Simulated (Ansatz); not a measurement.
**SiGeHO (quartet): one geometry, many settings at a displaced geometry (v2)**

Aim: run SiGeHO (quartet) at one geometry under a spread of methods and options, and see what each costs and gives.

Program: Ansatz 0.2.0, Gaussian basis. Level of theory: the settings change from run to run. These are calculated values, not measurements.

24 further runs of the same task are left out: 12 that didn't finish, 12 set aside as unsound or not needed. Runs told in other sessions of the task aren't counted.

## (1) What is computed

The geometry is a PBE0/def2-TZVP stationary point (not a proven minimum) with its atoms shifted at random (size 0.100 Å). No spin-orbit coupling is included. The filled d shell of Ge may be among the frozen orbitals whatever the setting's name suggests.

4 atoms, charge 0, spin multiplicity 4.

Atoms are counted from 1 here; the program's logs count them from 0.

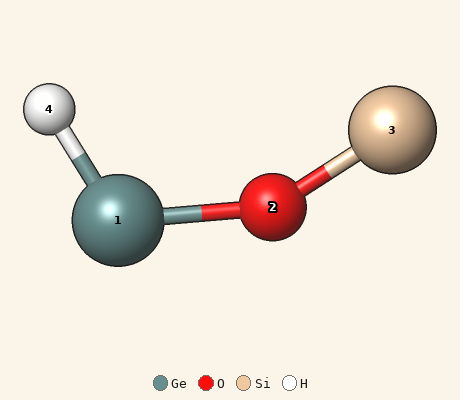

The structure; germanium teal, oxygen red, silicon light orange, hydrogen white; atoms are numbered from 1 in the order of the file.

Geometry (Å):

```xyz
4
GeHOSi
Ge    0.04350    0.01013    1.01866
O    -0.12137   -0.34608   -0.70936
Si   -0.04475    0.11896   -2.28135
H     0.03836    1.44893    1.41562
```

## (2) HF (ROHF)/cc-pVDZ

File in.yaml:

```yaml
crystal:
  periodic: [false, false, false]
  atoms:
    - {symbol: Ge, position_ang: [0.043503, 0.010125, 1.018657]}
    - {symbol: O, position_ang: [-0.121371, -0.346078, -0.709360]}
    - {symbol: Si, position_ang: [-0.044751, 0.118962, -2.281346]}
    - {symbol: H, position_ang: [0.038358, 1.448927, 1.415617]}
basis:
  gaussian: {orbitals: cc-pVDZ}
magnetization: {spin_polarized: false, initial_magnetization: 3}
hamiltonian: {xc: hf}
output: {orbitals: {seedname: orbitals}}
```

Command:

```bash
$ ansatz run in.yaml --threads 1 --pin off --events-out ev --progress --plain --max-ram 2393MiB
```

What it wrote:

```text
Functional definition: HF
  name "HF"
  cite "Fock, Z. Phys. 61, 126 (1930) doi:10.1007/BF01340294"
  parent pbe
  exchange = exact_x
  correlation = 0
683 factors; integrals over basis functions are off by at most 1.0e-3 eV
mean field evaluation 1: about -66383.0503 eV, gradient 3.1e1 eV
mean field evaluation 2: about -66383.0574 eV, gradient 3.1e1 eV
mean field evaluation 4: about -66385.7785 eV, gradient 3.6e0 eV
mean field evaluation 8: about -66385.8724 eV, gradient 1.7e-2 eV
mean field evaluation 16: about -66385.6237 eV, gradient 4.8e0 eV
mean field evaluation 32: about -66385.7514 eV, gradient 5.8e-2 eV
mean field evaluation 64: about -66385.7528 eV, gradient 5.0e-2 eV
mean field evaluation 96: about -66385.8725 eV, gradient 3.8e-4 eV
mean field -66385.87245906 eV, -2439.6358149098 hartree, gradient 9.9e-6 eV, S^2 3.750000; 4 other end points of the search recorded, 0 dependent functions left out
reference -66385.87245906 eV, -2439.6358149098 hartree; 29, 26 occupied and 35, 38 virtual orbitals, 683 factors
Total energy: -66385.87245906 eV, -2439.6358149098 hartree
```

It took 3.4 s on 1 thread of AMD EPYC 7R43, shared host.

## (3) CASSCF(3,5)/STO-3G

Changes to in.yaml since step 2:

```diff
@@ -8,5 +8,8 @@
 basis:
-  gaussian: {orbitals: cc-pVDZ}
+  gaussian: {orbitals: STO-3G}
 magnetization: {spin_polarized: false, initial_magnetization: 3}
-hamiltonian: {xc: hf}
-output: {orbitals: {seedname: orbitals}}
+hamiltonian: {pseudopotentials: {relativity: none}}
+correlation: {active_space: {window: {electrons: 3, orbitals: 5}}}
+accuracy: high
+scf: {lower_state_search: light}
+output: {forces: true}
```

The command is unchanged.

What it wrote, cut to the lines that bear on the results:

```text
Functional definition: HF
  name "HF"
  cite "Fock, Z. Phys. 61, 126 (1930) doi:10.1007/BF01340294"
  parent pbe
[...]
513 factors; integrals over basis functions are off by at most 3.9e-9 eV
[...]
mean field -65624.21316858 eV, -2411.6453522561 hartree, gradient 1.5e-8 eV, S^2 3.750000; 7 other end points of the search recorded, 0 dependent functions left out
reference -65624.21316858 eV, -2411.6453522561 hartree; 29, 26 occupied and 4, 7 virtual orbitals, 513 factors
state -65624.21447092 eV, -2411.6454001161 hartree
[...]
Total energy: -65624.21447092 eV, -2411.6454001161 hartree
Atom 0 at     0.043503     0.010125     1.018657 Å, force    -0.207618     1.119956    -2.205116 eV/Å
Atom 1 at    -0.121371    -0.346078    -0.709360 Å, force     0.171841     0.241396     1.627496 eV/Å
Atom 2 at    -0.044751     0.118962    -2.281346 Å, force     0.018022     0.010914     0.939312 eV/Å
Atom 3 at     0.038358     1.448927     1.415617 Å, force     0.017755    -1.372266    -0.361691 eV/Å
Dipole moment:     0.043544    -0.009401     0.175402 e Å
```

Wall time 3.3 s (1 thread of AMD EPYC 7R43, shared host).

From the report: 10 determinants; active occupations 1.00, 1.00, 1.00, 0.00, 0.00.

## (4) MP2 on UHF/cc-pVDZ

File in.yaml:

```yaml
crystal:
  periodic: [false, false, false]
  atoms:
    - {symbol: Ge, position_ang: [0.043503, 0.010125, 1.018657]}
    - {symbol: O, position_ang: [-0.121371, -0.346078, -0.709360]}
    - {symbol: Si, position_ang: [-0.044751, 0.118962, -2.281346]}
    - {symbol: H, position_ang: [0.038358, 1.448927, 1.415617]}
basis:
  gaussian: {orbitals: cc-pVDZ, point_charges: [{charge: -0.50, position_ang: [2.945, -0.180, 0.028]}]}
magnetization: {spin_polarized: true, initial_magnetization: 3}
correlation: {method: mp2, electrons: valence}
output: {forces: true}
```

Same command.

What it wrote, cut to the lines that bear on the results:

```text
Functional definition: HF
  name "HF"
  cite "Fock, Z. Phys. 61, 126 (1930) doi:10.1007/BF01340294"
  parent pbe
[...]
683 factors; integrals over basis functions are off by at most 1.0e-3 eV
[...]
mean field -66386.18491573 eV, -2439.6472974808 hartree, gradient 1.6e-6 eV, S^2 3.773405; 7 other end points of the search recorded, 0 dependent functions left out
15 core orbitals not correlated: weight in the atoms' cores, before any rotation towards them, 1.000 or more for the frozen orbitals, at most 0.000 for the correlated occupied ones
reference -66386.18491573 eV, -2439.6472974808 hartree; 14, 11 occupied and 35, 38 virtual orbitals, 683 factors
second order -8.69818636 eV of doubles, -0.00000000 eV of singles
[...]
Total energy: -66394.88310209 eV, -2439.9669499336 hartree
Atom 0 at     0.043503     0.010125     1.018657 Å, force     0.188062    -0.666838     0.592489 eV/Å
Atom 1 at    -0.121371    -0.346078    -0.709360 Å, force    -0.240171    -0.681231     0.323806 eV/Å
Atom 2 at    -0.044751     0.118962    -2.281346 Å, force     0.164297     0.415913    -1.163023 eV/Å
Atom 3 at     0.038358     1.448927     1.415617 Å, force     0.025192     0.899478     0.256721 eV/Å
Dipole moment:     0.255334     0.050264     0.415569 e Å
```

Run time: 7 s. Hardware: 1 thread of AMD EPYC 7R43, shared host.

From the report: ⟨S²⟩ of the determinant 3.773 (pure quartet: 3.75).

## (5) HF (UHF)/cc-pVDZ

Changes to in.yaml since step 4:

```diff
@@ -8,5 +8,6 @@
 basis:
-  gaussian: {orbitals: cc-pVDZ, point_charges: [{charge: -0.50, position_ang: [2.945, -0.180, 0.028]}]}
+  gaussian: {orbitals: cc-pVDZ}
 magnetization: {spin_polarized: true, initial_magnetization: 3}
-correlation: {method: mp2, electrons: valence}
-output: {forces: true}
+hamiltonian: {xc: hf}
+scf: {lower_state_search: off}
+output: {forces: true, orbitals: {seedname: orbitals}}
```

Launched as before.

What it wrote, cut to the lines that bear on the results:

```text
Functional definition: HF
  name "HF"
  cite "Fock, Z. Phys. 61, 126 (1930) doi:10.1007/BF01340294"
  parent pbe
[...]
683 factors; integrals over basis functions are off by at most 1.0e-3 eV
[...]
mean field -66386.05266622 eV, -2439.6424374010 hartree, gradient 2.8e-6 eV, S^2 3.773752; 0 other end points of the search recorded, 0 dependent functions left out
[...]
reference -66386.05266622 eV, -2439.6424374010 hartree; 29, 26 occupied and 35, 38 virtual orbitals, 683 factors
Total energy: -66386.05266622 eV, -2439.6424374010 hartree
Atom 0 at     0.043503     0.010125     1.018657 Å, force     0.020359    -0.828935     0.080116 eV/Å
Atom 1 at    -0.121371    -0.346078    -0.709360 Å, force    -0.045766    -0.246587     0.442658 eV/Å
Atom 2 at    -0.044751     0.118962    -2.281346 Å, force     0.027054     0.219540    -0.715251 eV/Å
Atom 3 at     0.038358     1.448927     1.415617 Å, force    -0.001647     0.855982     0.192477 eV/Å
Dipole moment:     0.043102     0.081582     0.341509 e Å
Checks for a lower state left out: stability, starts, cluster_reference, orbital_swaps, neighbouring_geometries, increment
```

Wall time 2 s (1 thread of AMD EPYC 7R43, shared host).

From the report: ⟨S²⟩ of the determinant 3.774 (pure quartet: 3.75).

## (6) MP2 on UHF/6-31G

Changes to in.yaml since step 5:

```diff
@@ -8,6 +8,4 @@
 basis:
-  gaussian: {orbitals: cc-pVDZ}
+  gaussian: {orbitals: 6-31G}
 magnetization: {spin_polarized: true, initial_magnetization: 3}
-hamiltonian: {xc: hf}
-scf: {lower_state_search: off}
-output: {forces: true, orbitals: {seedname: orbitals}}
+correlation: {method: mp2, electrons: all}
```

The command is unchanged.

What it wrote:

```text
Functional definition: HF
  name "HF"
  cite "Fock, Z. Phys. 61, 126 (1930) doi:10.1007/BF01340294"
  parent pbe
  exchange = exact_x
  correlation = 0
502 factors; integrals over basis functions are off by at most 4.5e-4 eV
mean field evaluation 1: about -66373.4324 eV, gradient 2.3e1 eV
mean field evaluation 2: about -66373.4438 eV, gradient 2.3e1 eV
mean field evaluation 4: about -66375.9297 eV, gradient 2.6e0 eV
mean field evaluation 8: about -66376.0655 eV, gradient 2.7e-1 eV
mean field evaluation 16: about -66376.0716 eV, gradient 2.1e-6 eV
mean field evaluation 32: about -66376.0194 eV, gradient 5.2e-1 eV
mean field -66376.07158644 eV, -2439.2756394843 hartree, gradient 2.1e-6 eV, S^2 3.759539; 5 other end points of the search recorded, 0 dependent functions left out
reference -66376.07158644 eV, -2439.2756394843 hartree; 29, 26 occupied and 24, 27 virtual orbitals, 502 factors
second order -10.95096276 eV of doubles, -0.00000000 eV of singles
Total energy: -66387.02254919 eV, -2439.6780799428 hartree
```

Wall time 3 s (1 thread of AMD EPYC 7R43, shared host).

From the report: ⟨S²⟩ of the determinant 3.760 (pure quartet: 3.75).

## (7) CCSDT(Q)/B on ROHF/STO-3G

Changes to in.yaml since step 6:

```diff
@@ -8,4 +8,5 @@
 basis:
-  gaussian: {orbitals: 6-31G}
-magnetization: {spin_polarized: true, initial_magnetization: 3}
-correlation: {method: mp2, electrons: all}
+  gaussian: {orbitals: STO-3G, point_charges: [{charge: -0.50, position_ang: [3.667, 0.018, -0.875]}]}
+magnetization: {spin_polarized: false, initial_magnetization: 3}
+correlation: {method: ccsdt_q_b, electrons: outside_noble_gas}
+output: {forces: true}
```

The command is unchanged.

What it wrote, cut to the lines that bear on the results:

```text
Functional definition: HF
  name "HF"
  cite "Fock, Z. Phys. 61, 126 (1930) doi:10.1007/BF01340294"
  parent pbe
[...]
494 factors; integrals over basis functions are off by at most 3.6e-8 eV
[...]
mean field -65624.29254264 eV, -2411.6482691990 hartree, gradient 1.5e-6 eV, S^2 3.750000; 11 other end points of the search recorded, 0 dependent functions left out
[...]
determinant -65624.29254264 eV, -2411.6482691990 hartree, with singles and doubles -65627.22971680 eV, -2411.7562083582 hartree
determinant -65624.02102170 eV, -2411.6382909885 hartree, with singles and doubles -65626.81791277 eV, -2411.7410748396 hartree
determinant -65621.31995200 eV, -2411.5390285080 hartree, with singles and doubles -65623.43349144 eV, -2411.6166996495 hartree
determinant -65621.21369147 eV, -2411.5351235055 hartree, with singles and doubles -65623.33922687 eV, -2411.6132354904 hartree
[...]
20 core orbitals not correlated, not the lowest: weight in the atoms' cores, before any rotation towards them, 0.845 or more for the frozen orbitals, at most 0.183 for the correlated occupied ones
reference -65624.29254264 eV, -2411.6482691990 hartree; 9, 6 occupied and 4, 7 virtual orbitals, 494 factors
second order -2.40349464 eV of doubles, -0.01619464 eV of singles
cycle   1  -2.52074833 eV  change   -1.0e-1 eV  update   1.4e-1
[...]
cycle  33  -3.18564194 eV  change   -9.8e-8 eV  update   1.1e-7
perturbative correction 0.02145557 eV, 0.0007884777 hartree
[...]
Total energy: -65627.45672901 eV, -2411.7645509033 hartree
Atom 0 at     0.043503     0.010125     1.018657 Å, force    -0.095168     0.669598    -1.497248 eV/Å
Atom 1 at    -0.121371    -0.346078    -0.709360 Å, force     0.006303    -0.425679     1.722481 eV/Å
Atom 2 at    -0.044751     0.118962    -2.281346 Å, force     0.115305     0.371596    -0.145852 eV/Å
Atom 3 at     0.038358     1.448927     1.415617 Å, force     0.025090    -0.617015    -0.075759 eV/Å
Dipole moment:     0.088108    -0.028808     0.179690 e Å
```

Wall time 33 s (1 thread of AMD EPYC 7R43, shared host); peak memory 0.59 GiB.

From the report: correlation -3.1642 eV; T1 0.038; largest double amplitude 0.07.

## (8) CCSD on ROHF/cc-pVDZ

Changes to in.yaml since step 7:

```diff
@@ -8,5 +8,5 @@
 basis:
-  gaussian: {orbitals: STO-3G, point_charges: [{charge: -0.50, position_ang: [3.667, 0.018, -0.875]}]}
+  gaussian: {orbitals: cc-pVDZ}
 magnetization: {spin_polarized: false, initial_magnetization: 3}
-correlation: {method: ccsdt_q_b, electrons: outside_noble_gas}
-output: {forces: true}
+correlation: {method: ccsd, electrons: outside_noble_gas}
+scf: {lower_state_search: light}
```

The command is unchanged.

What it wrote, cut to the lines that bear on the results:

```text
Functional definition: HF
  name "HF"
  cite "Fock, Z. Phys. 61, 126 (1930) doi:10.1007/BF01340294"
  parent pbe
[...]
683 factors; integrals over basis functions are off by at most 1.0e-3 eV
[...]
mean field -66385.87245906 eV, -2439.6358149098 hartree, gradient 3.6e-6 eV, S^2 3.750000; 11 other end points of the search recorded, 0 dependent functions left out
[...]
determinant -66385.87245906 eV, -2439.6358149098 hartree, with singles and doubles -66395.01786266 eV, -2439.9719022933 hartree
determinant -66385.75129670 eV, -2439.6313622753 hartree, with singles and doubles -66394.85008645 eV, -2439.9657366312 hartree
determinant -66384.34233477 eV, -2439.5795838795 hartree, with singles and doubles -66393.15525841 eV, -2439.9034528497 hartree
determinant -66383.38916694 eV, -2439.5445556078 hartree, with singles and doubles -66393.71555907 eV, -2439.9240435191 hartree
determinant -66382.65233767 eV, -2439.5174776314 hartree, with singles and doubles -66392.83355838 eV, -2439.8916305915 hartree
determinant -66382.40607831 eV, -2439.5084277668 hartree, with singles and doubles -66392.09214226 eV, -2439.8643840518 hartree
determinant -66385.87245906 eV, -2439.6358149098 hartree, with singles and doubles -66395.01912250 eV, -2439.9719485916 hartree
determinant -66385.75129670 eV, -2439.6313622753 hartree, with singles and doubles -66394.85053301 eV, -2439.9657530420 hartree
20 core orbitals not correlated: weight in the atoms' cores, before any rotation towards them, 0.993 or more for the frozen orbitals, at most 0.007 for the correlated occupied ones
reference -66385.87245906 eV, -2439.6358149098 hartree; 9, 6 occupied and 35, 38 virtual orbitals, 683 factors
second order -8.31848516 eV of doubles, -0.09457524 eV of singles
cycle   1  -9.14666063 eV  change    2.8e-6 eV  update   4.1e-6
Total energy: -66395.01911969 eV, -2439.9719484881 hartree
```

Run time: 25 s. Hardware: 1 thread of AMD EPYC 7R43, shared host.

From the report: correlation -9.1467 eV; T1 0.029; largest double amplitude 0.08.

## (9) BCCD(T) on ROHF/cc-pVDZ

Changes to in.yaml since step 8:

```diff
@@ -10,3 +10,4 @@
 magnetization: {spin_polarized: false, initial_magnetization: 3}
-correlation: {method: ccsd, electrons: outside_noble_gas}
-scf: {lower_state_search: light}
+correlation: {method: bccd_t, electrons: outside_noble_gas}
+accuracy: high
+output: {forces: true}
```

Launched as before.

What it wrote, cut to the lines that bear on the results:

```text
Functional definition: HF
  name "HF"
  cite "Fock, Z. Phys. 61, 126 (1930) doi:10.1007/BF01340294"
  parent pbe
[...]
1314 factors; integrals over basis functions are off by at most 4.4e-9 eV
[...]
mean field -66385.87279881 eV, -2439.6358273956 hartree, gradient 3.1e-8 eV, S^2 3.750000; 11 other end points of the search recorded, 0 dependent functions left out
[...]
determinant -66385.87279881 eV, -2439.6358273956 hartree, with singles and doubles -66395.01821171 eV, -2439.9719151206 hartree
determinant -66385.75164372 eV, -2439.6313750281 hartree, with singles and doubles -66394.85044137 eV, -2439.9657496742 hartree
determinant -66384.34268615 eV, -2439.5795967923 hartree, with singles and doubles -66393.15559475 eV, -2439.9034652098 hartree
determinant -66383.38950349 eV, -2439.5445679759 hartree, with singles and doubles -66393.71589565 eV, -2439.9240558882 hartree
[...]
20 core orbitals not correlated: weight in the atoms' cores, before any rotation towards them, 0.993 or more for the frozen orbitals, at most 0.007 for the correlated occupied ones
reference -66385.87279881 eV, -2439.6358273956 hartree; 9, 6 occupied and 35, 38 virtual orbitals, 1314 factors
second order -8.31850960 eV of doubles, -0.09457521 eV of singles
cycle   1  -9.10822070 eV  change    3.8e-2 eV  update   1.6e-2
[...]
cycle  35  -9.11460378 eV  change  -3.1e-10 eV  update   1.6e-9
perturbative correction -0.31618674 eV, -0.0116196485 hartree
[...]
Total energy: -66395.30358934 eV, -2439.9824025551 hartree
Atom 0 at     0.043503     0.010125     1.018657 Å, force     0.063575    -0.972003     0.665497 eV/Å
Atom 1 at    -0.121371    -0.346078    -0.709360 Å, force    -0.139037    -0.771686     0.638686 eV/Å
Atom 2 at    -0.044751     0.118962    -2.281346 Å, force     0.063114     0.530613    -1.630093 eV/Å
Atom 3 at     0.038358     1.448927     1.415617 Å, force     0.012348     1.213076     0.325910 eV/Å
Dipole moment:     0.039503     0.087013     0.332159 e Å
```

It took 83 s on 1 thread of AMD EPYC 7R43, shared host; peak memory 0.52 GiB.

From the report: correlation -9.4308 eV; largest double amplitude 0.08.

## (10) HF (ROHF)/def2-SVP

Changes to in.yaml since step 9:

```diff
@@ -8,6 +8,5 @@
 basis:
-  gaussian: {orbitals: cc-pVDZ}
+  gaussian: {orbitals: def2-SVP, fitting: {mean_field: def2-universal-jkfit}}
 magnetization: {spin_polarized: false, initial_magnetization: 3}
-correlation: {method: bccd_t, electrons: outside_noble_gas}
-accuracy: high
-output: {forces: true}
+hamiltonian: {xc: hf}
+output: {forces: true, orbitals: {seedname: orbitals}}
```

Launched as before.

What it wrote, cut to the lines that bear on the results:

```text
Functional definition: HF
  name "HF"
  cite "Fock, Z. Phys. 61, 126 (1930) doi:10.1007/BF01340294"
  parent pbe
[...]
489 factors; integrals over basis functions are off by at most 3.3e-1 eV
[...]
mean field -66375.37016033 eV, -2439.2498625504 hartree, gradient 4.5e-6 eV, S^2 3.750000; 4 other end points of the search recorded, 0 dependent functions left out
[...]
reference -66375.37016033 eV, -2439.2498625504 hartree; 29, 26 occupied and 40, 43 virtual orbitals, 489 factors
Total energy: -66375.37016033 eV, -2439.2498625504 hartree
Atom 0 at     0.043503     0.010125     1.018657 Å, force    -0.020006    -0.809889    -0.255665 eV/Å
Atom 1 at    -0.121371    -0.346078    -0.709360 Å, force     0.029193     0.043928     0.199433 eV/Å
Atom 2 at    -0.044751     0.118962    -2.281346 Å, force    -0.007956     0.022297    -0.102144 eV/Å
Atom 3 at     0.038358     1.448927     1.415617 Å, force    -0.001232     0.743665     0.158376 eV/Å
Dipole moment:     0.039248     0.072507     0.347612 e Å
```

Run time: 4.4 s. Hardware: 1 thread of AMD EPYC 7R43, shared host.

## (11) The runs in one table

Where basis and cores are those of an earlier UCCSDT(Q)/cc-pVDZ run (-66395.3675 eV), and the records show the same count of frozen orbitals and kind of state, the miss against it is given; a blank cell means that this couldn't be shown.

| level | correlated | functions | energy (eV) | from UCCSDT(Q) (meV) | time |
| --- | --- | --- | --- | --- | --- |
| HF (ROHF)/cc-pVDZ |  | 64 | -66385.8725 | 9495.0 | 3.4 s |
| CASSCF(3,5)/STO-3G |  | 33 | -65624.2145 |  | 3.3 s |
| MP2 on UHF/cc-pVDZ (beside a point charge) | valence | 64 | -66394.8831 |  | 7 s |
| HF (UHF)/cc-pVDZ |  | 64 | -66386.0527 | 9314.8 | 2 s |
| MP2 on UHF/6-31G | all | 53 | -66387.0225 |  | 3 s |
| CCSDT(Q)/B on ROHF/STO-3G (beside a point charge) | outside noble gas | 33 | -65627.4567 |  | 33 s |
| CCSD on ROHF/cc-pVDZ | outside noble gas | 64 | -66395.0191 | 348.4 | 25 s |
| BCCD(T) on ROHF/cc-pVDZ | outside noble gas | 64 | -66395.3036 | 63.9 | 83 s |
| HF (ROHF)/def2-SVP |  | 69 | -66375.3702 |  | 4.4 s |

## (12) Outcome

| quantity | value |
| --- | --- |
| runs | 9 |
| quickest | HF (UHF)/cc-pVDZ, 2 s |
| slowest | BCCD(T) on ROHF/cc-pVDZ, 83 s |

In words: Total energies in different bases, with other cores or another treatment of relativity can't be set against each other. «valence» and «outside noble gas» are the program's key words; the logs give how many orbitals each freezes, and for Ga to Kr the 3d shell needn't follow the word's plain sense. BCCD(T) on ROHF/cc-pVDZ took 41 times as long as HF (UHF)/cc-pVDZ; the jobs differ in more than the method. Among the correlated runs with a miss given, it spans +64 to +348 meV. Hartree-Fock, CASSCF and CASCI lack dynamic correlation by design.
